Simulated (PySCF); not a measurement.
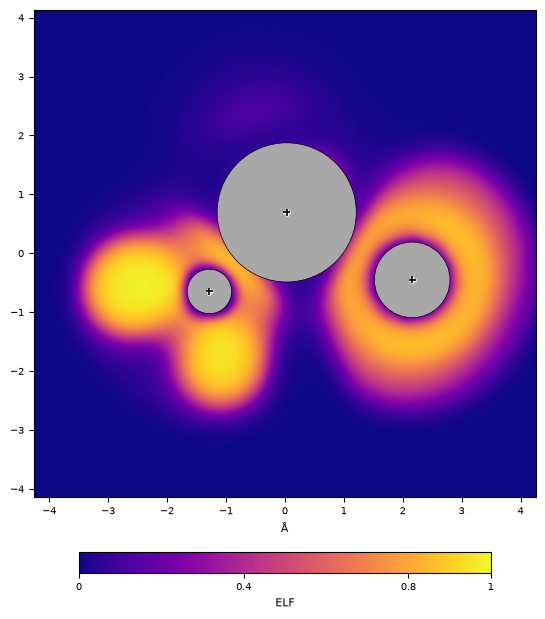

The electron localisation function on a plane through atoms (crosses mark nuclei in the plane; grey discs cover the cores).

The calculation used PySCF 2.14.0, CAM-B3LYP/def2-SVPD, SCF density, gas phase, scalar-relativistic core potentials on the heavy atoms.

Candidates:
A. C$_{4}$H$_{11}$Nb
B. CH$_{2}$Br$_{3}$Nb (SMILES [CH2]=[Nb]([Br])([Br])[Br])
C. C$_{4}$H$_{11}$NbS$_{3}$

Question: Which candidate gave the map?

Answer: Candidate B: CH$_{2}$Br$_{3}$Nb on the plane of atoms C2, Nb1 and Br6, which holds Nb, C and Br. C–Nb (1.88 Å): the ELF peaks at about 0.85 in the valence shell of C, 0.6 Å from its nucleus, and is about 0.50 at the midpoint. Nb–Br (2.42 Å): the ELF peaks at about 0.75 in the valence shell of Br, 1.0 Å from its nucleus, and is about 0.45 at the midpoint.
